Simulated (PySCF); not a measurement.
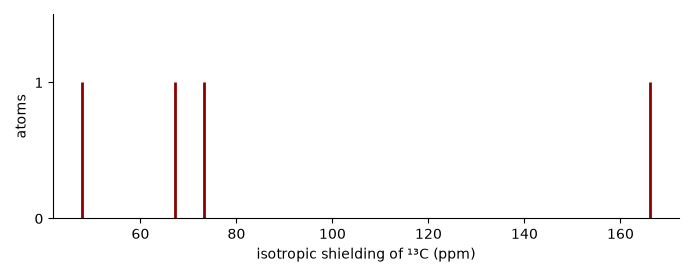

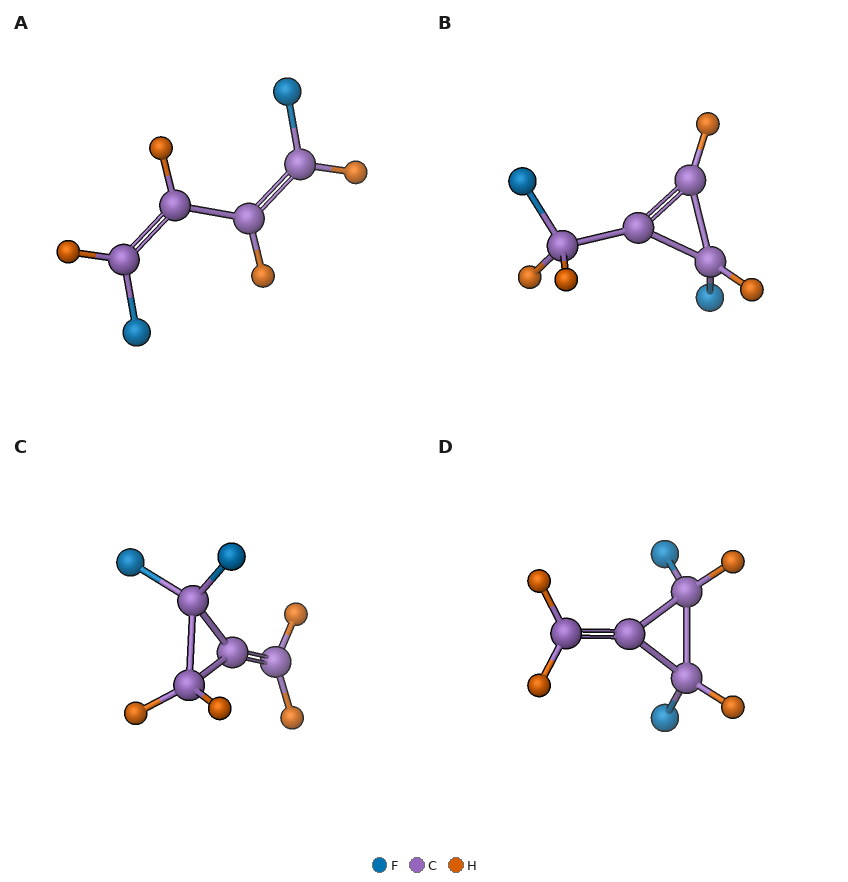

The sticks are computed shieldings of one of the molecules, for one fixed geometry (GFN2-xTB) without averaging over rotations. Low shielding means a high chemical shift. Method: GIAO PBE0/pcSseg-1 NMR shielding, non-relativistic, gas phase (PySCF 2.14.0).

Match the spectrum to a structure.

C, `C=C1CC1(F)F`. Its 4 C atoms give lines at 47.7, 67.2, 73.3, 166.2 ppm.
